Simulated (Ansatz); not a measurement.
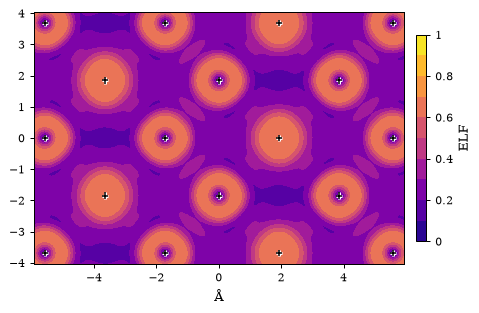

The ELF on a plane through atoms (crosses mark nuclei in the plane).

Theory: DFT PBE, scalar-relativistic, plane waves, PAW in Ansatz.

Candidates:
A. Ru2Pt, a = 2.61 Å, b = 2.61 Å, c = 11.16 Å, α = 90.00°, β = 90.00°, γ = 90.00°. Space group I4/mmm; a generated structure, not necessarily the stable one; changed on purpose from its base cell (volume × 0.88, shape and atoms relaxed); computed pressure about 50 GPa in this cell; computed without spin polarisation.
B. Hf4F3, a = 3.16 Å, b = 3.16 Å, c = 13.76 Å, α = 90.04°, β = 90.00°, γ = 120.00°. Space group P3m1; a generated structure, not necessarily the stable one; changed on purpose from its base cell (volume × 0.91, shape and atoms relaxed); computed pressure about 3 GPa in this cell; computed without spin polarisation.
C. Sr4Ta2O, a = 3.73 Å, b = 3.73 Å, c = 30.23 Å, α = 90.00°, β = 90.00°, γ = 90.00°. Space group P4/nmm; a generated structure, not necessarily the stable one.

### Which system is this?

Candidate A: Ru2Pt on the (110) plane of the conventional cell, which holds Ru and Pt. Ru–Ru (2.52 Å): the ELF is about 0.35 at the midpoint. Ru–Pt (2.67 Å): the ELF is about 0.30 at the midpoint (no localised pair shows between them).
